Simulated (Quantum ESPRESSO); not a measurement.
Consider SrCl2 (Fm-3m).

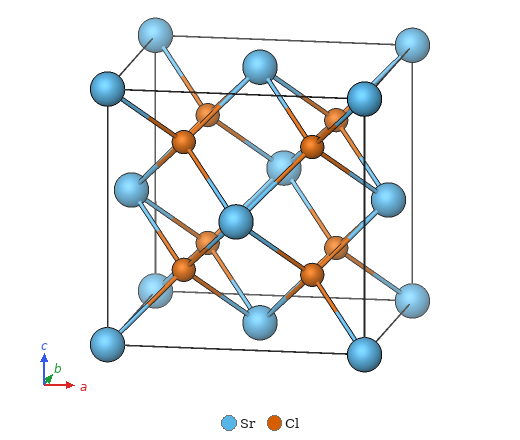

The structure (strontium blue, chlorine orange). Some periodic images of atoms are drawn too.

```
Sr Cl
1.0
     0.00000    3.48835    3.48835
     3.48835    0.00000    3.48835
     3.48835    3.48835    0.00000
Sr Cl
1 2
Direct
  0.00000 0.00000 0.00000
  0.75000 0.75000 0.75000
  0.25000 0.25000 0.25000
```

Absorber: atom 2, with 4 Sr at 3.02 Å (tetrahedral, site symmetry -43m). Method: Quantum ESPRESSO XSpectra, PBE, full core hole (charged cell), 12-atom cell with 7.0 Å between holes, 4×4×4 k points, dipole transitions, Lorentzian half width 0.32 eV up to 4 eV, rising linearly to 2.5 eV at 25 eV (counted from xe0, 2.4 eV below the zero used here).

What does the Cl K edge look like?

Main maxima up to 24 eV above the zero (height): 1.1 eV (0.98), 2.6 eV (2.49), 6.1 eV (1.00) and 17.9 eV (1.08). A K edge sees empty p states on the absorber. The total-energy difference plus the lowest empty eigenvalue puts the zero at 2838.09 eV. One term is added: -17.92 eV, since the hole is spin-paired here and a spin-polarised one costs that much less in the free atom (computed apart). The photon energy is then 2820.17 eV. The functional and the charged cell's background leave an error of a few eV in such absolute values.

The Cl K spectrum (energy from the lowest empty level; intensity scaled to a mean of 1 over the first 20 eV; the points at xe0, where the cut of filled states can leave a spike, are interpolated):

```
E (eV)  intensity
  -2.0       0.05
  -0.5       0.10
   1.0       0.90
   2.5       2.39
   4.0       1.21
   5.5       0.96
   7.0       0.98
   8.5       0.86
  10.0       0.74
  11.5       0.76
  13.0       0.88
  14.5       0.99
  16.0       1.04
  17.5       1.08
  19.0       1.07
  20.5       1.05
  22.0       0.99
  23.5       0.93
  25.0       0.91
  26.5       0.95
  28.0       1.00
  29.5       1.02
  31.0       1.02
```

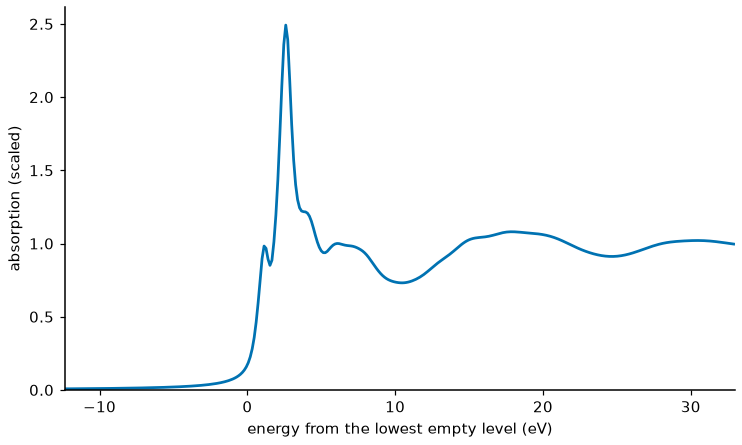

The Cl K edge.

The structure is a published determination, not relaxed.

[Banner, clock and machine lines of the logs are left out without a mark of their own.]

[Logs are printed without paths, hosts, clocks, repeated set-up lines and the standing remarks that a program may print on its own settings, such as how far it seeks lower states.]

[Hosts, paths, dates, database ids (printed as entryN), source tags and the programs' standing remarks are cut or masked in the printed files.]

[Lists of maxima count a maximum above −3 eV only where it reaches 4 % of the highest in the window and stands out from its surroundings by 2 % of it (1.5 % where it reaches 55 %); shoulders and weaker maxima are passed over, and of the rest the first, up to two pre-edge ones and the few strongest are named.]
